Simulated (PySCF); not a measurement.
## Electronic structure of C$_{4}$H$_{5}$Cl$_{2}$ (SMILES C/C([CH]Cl)=C\Cl) (doublet) in real space

```yaml
atoms:
  - { symbol: C, position_ang: [-0.9658, -0.9361, 0.0778] }
  - { symbol: C, position_ang: [0.1427, 0.0747, -0.0152] }
  - { symbol: C, position_ang: [1.4304, -0.3866, -0.1822] }
  - { symbol: Cl, position_ang: [2.7843, 0.6408, -0.3064] }
  - { symbol: C, position_ang: [-0.1521, 1.4197, 0.0657] }
  - { symbol: Cl, position_ang: [-1.7428, 1.9860, 0.2628] }
  - { symbol: H, position_ang: [-1.4901, -0.8276, 1.0251] }
  - { symbol: H, position_ang: [-0.5775, -1.9471, 0.0043] }
  - { symbol: H, position_ang: [-1.6857, -0.7735, -0.7217] }
  - { symbol: H, position_ang: [1.6622, -1.4354, -0.2457] }
  - { symbol: H, position_ang: [0.6000, 2.1878, 0.0095] }
```

Geometry: GFN2-xTB.

Computed with UKS B3LYP, pcH-1 on C Cl H, non-relativistic, mean-field spin-orbit, GIAO (PySCF 2.14.0, density-fitted response routines).

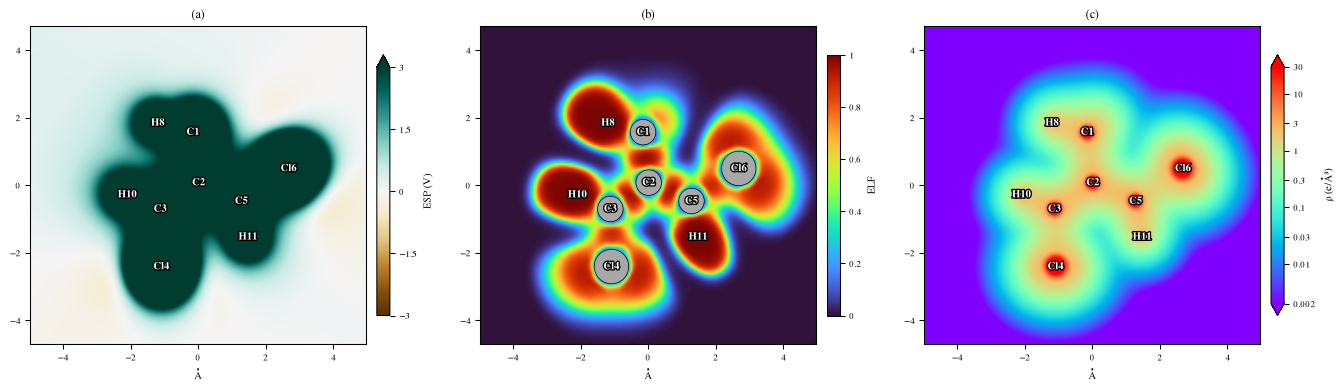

Figure 1. (a) electrostatic potential; (b) electron localisation function; (c) total electron density on the plane of atoms C1, C2 and C3. Grey discs cover the atomic cores in the ELF map.

Describe what can be read from this map.

Answer.
- The section cuts through C, Cl and H sites.
- C–C (1.38 Å): the density is about 2.1 e/Å³ at the midpoint; the ELF peaks at about 0.95 between the atoms: localised, covalent bonding.
- C–Cl (1.70 Å): ρ at the midpoint is about 1.5 e/Å³; the ELF peaks at about 0.90 between the atoms: localised, covalent bonding.
- C–H (1.08 Å): ρ at the midpoint is about 2.1 e/Å³; the ELF climbs to about 1 towards the hydrogen, as it does in any bond to H (a covalent bond by its length).
- C–C (1.50 Å): ρ is about 1.7 e/Å³ halfway; the ELF peaks at about 0.95 between the atoms: localised, covalent bonding.
- The ELF also peaks beside Cl4 and Cl6, away from the bonds: non-bonding electrons, paired or unpaired.
- Outside the dense part of the molecule the potential is most negative (−0.4 V) near Cl6.

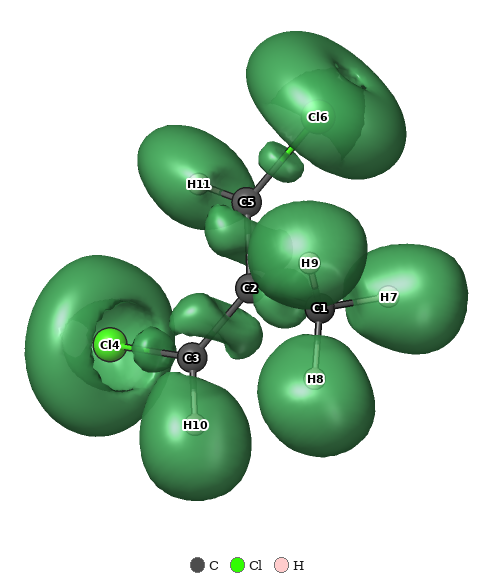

Figure 2. Isosurface of the ELF at 0.8 (green), seen at an oblique angle. Only the valence region is drawn (cores and ρ < 0.01 e/Å³ removed).

What do the ELF domains correspond to?

Answer. The ELF exceeds this value in three regions between bonded C–C atoms (shared pairs), two regions between bonded C–Cl atoms (shared pairs), five regions around hydrogen nuclei and two rings or bowls of non-bonding electrons around Cl.

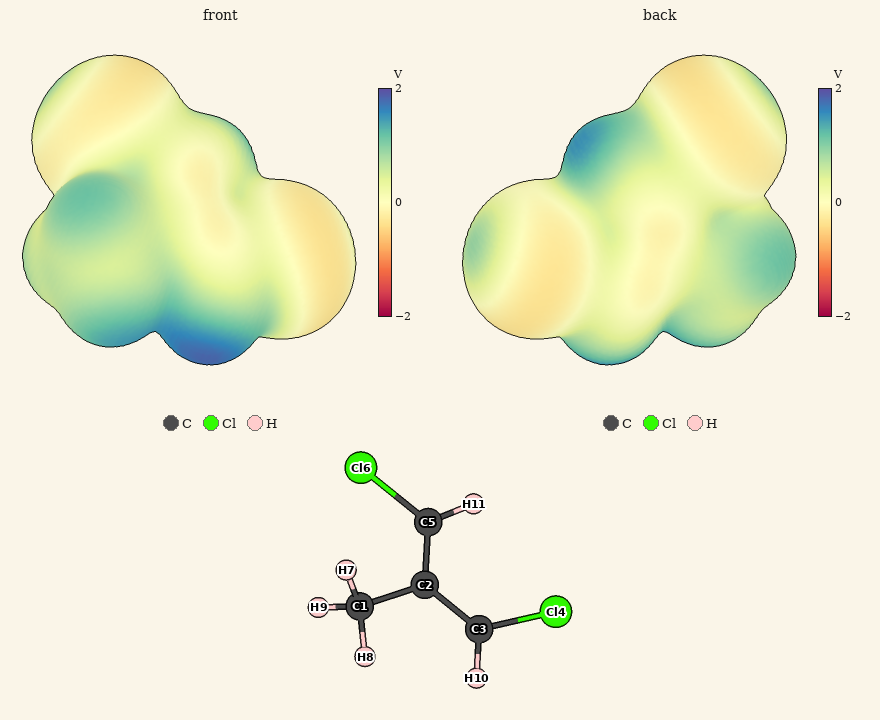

Figure 3. The electrostatic potential painted on the density surface at 0.004 e/bohr³, seen from the front and from behind; the colour scale runs from red (negative) to blue (positive). The bare structure is drawn below in the same view.

Describe the electrostatic potential map.

Answer. The most negative region (about −0.3 V, or −7 kcal/mol for a unit charge) lies over Cl4 and Cl6, the most positive (about +1.8 V, or +42 kcal/mol for a unit charge) over H10. Cl4 shows a σ-hole: about +0.9 V, or +21 kcal/mol for a unit charge at the tip opposite its bond, against about +0.1 V on its flanks. Cl6 shows a σ-hole: about +0.9 V, or +21 kcal/mol for a unit charge at the tip opposite its bond, against about −0.1 V on its flanks.
